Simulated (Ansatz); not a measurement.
**C3H8GeO2 (SMILES CC(C)[O][Ge][OH]): density, localisation and related maps**

The calculation's input:

```
crystal:
  periodic: [false, false, false]
  atoms:
    - {symbol: C, position_ang: [-0.082500, -1.316549, 0.316804]}
    - {symbol: C, position_ang: [0.198497, 0.109707, -0.118511]}
    - {symbol: C, position_ang: [1.371706, 0.196140, -1.072714]}
    - {symbol: O, position_ang: [-0.937100, 0.650667, -0.765523]}
    - {symbol: Ge, position_ang: [-2.353094, 1.492843, -0.071496]}
    - {symbol: O, position_ang: [-1.997996, 1.469364, 1.683940]}
    - {symbol: H, position_ang: [-0.922401, -1.356763, 1.014687]}
    - {symbol: H, position_ang: [-0.334496, -1.927011, -0.553544]}
    - {symbol: H, position_ang: [0.790893, -1.754111, 0.806579]}
    - {symbol: H, position_ang: [0.444275, 0.711236, 0.772036]}
    - {symbol: H, position_ang: [2.281817, -0.187626, -0.605327]}
    - {symbol: H, position_ang: [1.166108, -0.391253, -1.970651]}
    - {symbol: H, position_ang: [1.544433, 1.230906, -1.372911]}
    - {symbol: H, position_ang: [-1.183144, 1.043248, 1.965432]}
basis:
  gaussian: {orbitals: def2-TZVPP}
hamiltonian: {xc: pbe0, dispersion: d4}
output: {orbitals: {seedname: orbitals}}
```

Launched as:

```sh
ansatz run in.yaml --threads 4 --pin off --events-out ev --progress --plain --max-ram 11315MiB
```

Geometry: PBE0-D4/def2-TZVP.

Computed with RKS PBE0-D4/def2-TZVPP (Ansatz).

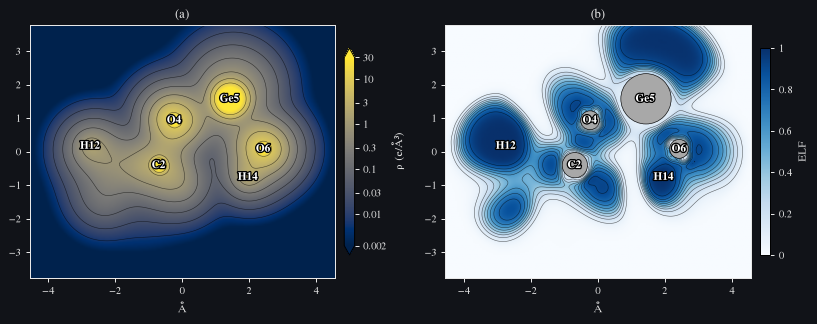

Figure 1. (a) electron density; (b) ELF on the plane of atoms O4, Ge5 and O6. Grey discs cover the atomic cores in the ELF map.

Read the bonding off the picture.

The plane passes through C, O, Ge and H nuclei.
C–O (1.41 Å): ρ is about 2 e/Å³ halfway, with its minimum of 1.7 e/Å³ about 0.5 Å from C; the ELF peaks at about 0.85 between the atoms; a shared but strongly polarised pair.
Ge–O (1.79 Å): ρ is about 0.94 e/Å³ halfway; the ELF peaks at about 0.85 in the valence shell of O, 0.6 Å from its nucleus, and is about 0.30 at the midpoint.
O–H (0.96 Å): the density is about 3.8 e/Å³ at the midpoint; the ELF climbs to about 1 towards the hydrogen, as it does in any bond to H: an ordinary covalent bond to hydrogen.
The ELF also peaks beside O6 and O4, away from the bonds: lone-pair regions.

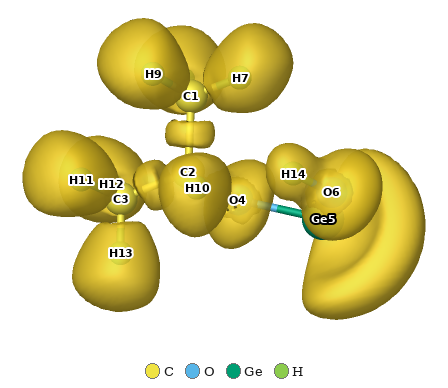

Figure 2. Isosurface of the electron localisation function at 0.75 (yellow), seen at a tilt. Only the valence region is drawn (cores and ρ < 0.01 e/Å³ removed).

What do the ELF domains correspond to?

At this value the surface marks out two regions between bonded C–C atoms (shared pairs), seven regions around hydrogen nuclei, one region on O in which the atom's valence shell and bonds are merged, one lobe on Ge, pointing away from the bonds (lone pairs) and one joined region spread over several atoms (H, O), in which their bonds and any lone pairs are merged.


 C–C (1.51 Å): the ELF peaks at about 0.95 between the atoms, as expected for localised, covalent bonding.

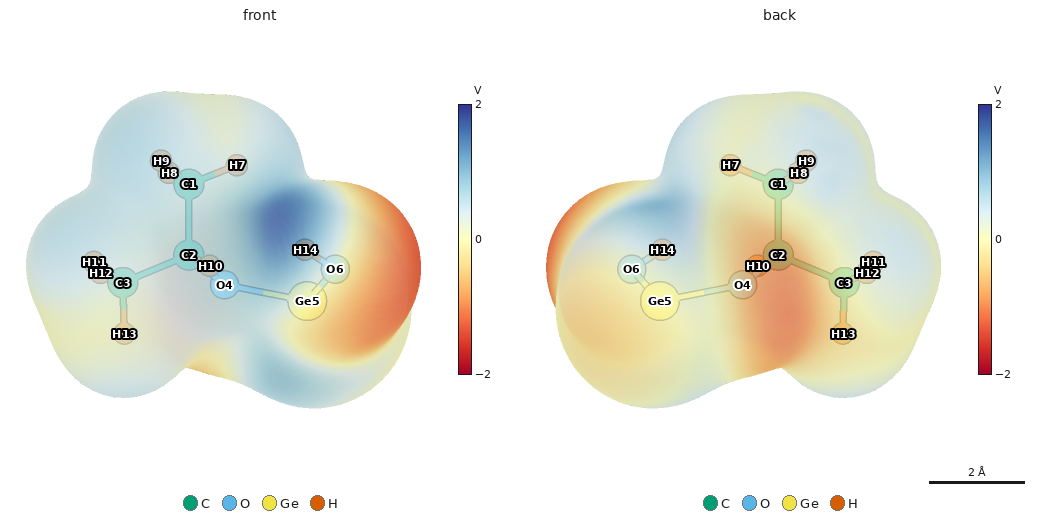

Figure 3. The electrostatic potential painted on the density surface at 0.001 e/bohr³, seen from the front and from behind; red is negative and blue positive.

Describe the electrostatic potential map.

The most negative region (about −1.3 V) lies over O6, the most positive (about +1.6 V) over H14. O6 is the likeliest acceptor of a hydrogen bond.

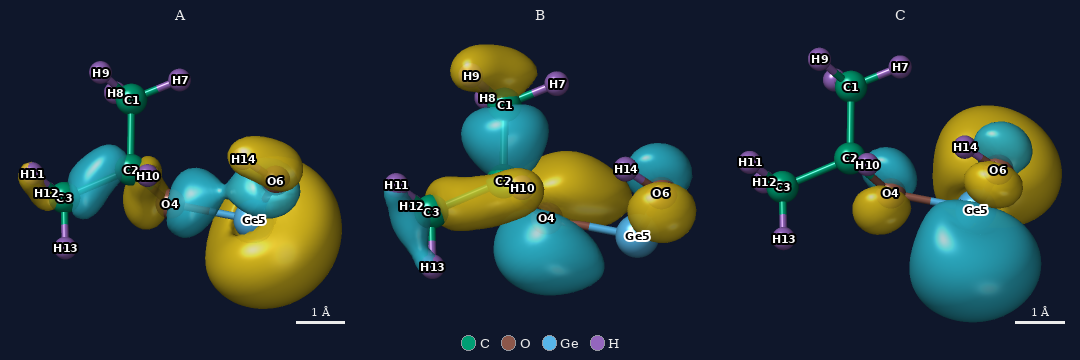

Figure 4. Three frontier orbitals at ±0.1 Å⁻³ᐟ² (yellow and cyan are the two phases), in no order.

Order the three orbitals by energy and name them.

B is the HOMO−1 (−8.23 eV). It lies mainly on O4 (about 50 %), C2 (about 10 %), C1 (about 10 %), O6 (about 10 %) and Ge5 (about 10 %). A is the HOMO (−7.72 eV). By Hirshfeld shares it lies mainly on Ge5 (about 70 %), O4 (about 10 %) and O6 (about 10 %). C is the LUMO (−1.45 eV). Its weight (Hirshfeld) is mainly on Ge5 (about 80 %), O6 (about 10 %) and O4 (about 10 %).

What is the HOMO–LUMO gap?

6.27 eV between the orbital energies.
